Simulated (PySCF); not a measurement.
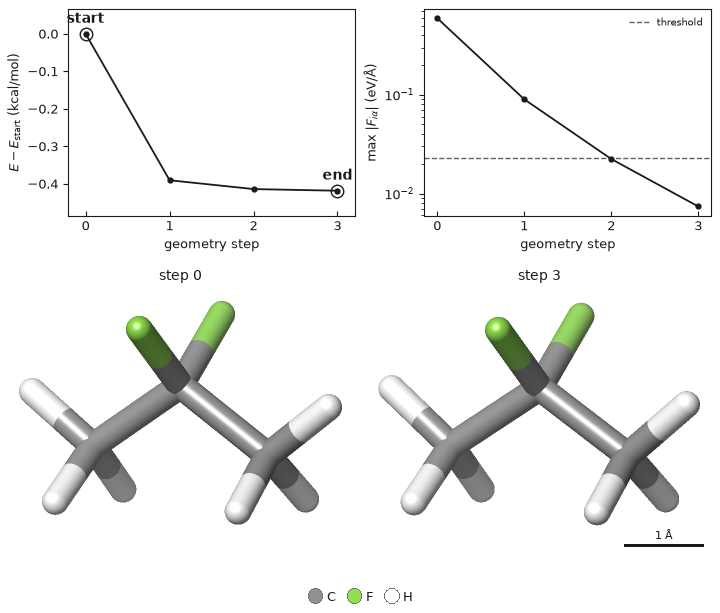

First and last geometry of a relaxation of C3H6F2, with the history of the run. Style: stick. Shown at a tilt.

The start comes from MMFF94s.

Computed with PySCF 2.14.0, density-fitted response routines, PBE0-D3(BJ)/def2-SVP geometry optimisation, gas phase. 

Q: What do the curves and the structures tell?

A: It converged. The largest moves after the best rigid fit, 0.040 Å, are those of H atoms. Largest moves by element: H 0.040 Å, C 0.029 Å, F 0.025 Å. Some distances before and after: C–F 1.357 → 1.365 Å, C–C 1.513 → 1.508 Å. Among the angles between lasting bonds that change: C–C–C 113.3° → 115.7°. After 3 geometry steps the energy has fallen by 0.42 kcal/mol. Largest force component: 0.59 eV/Å at the start, 0.0074 eV/Å at the end. The run took of the order of 11 core-seconds on a shared host.
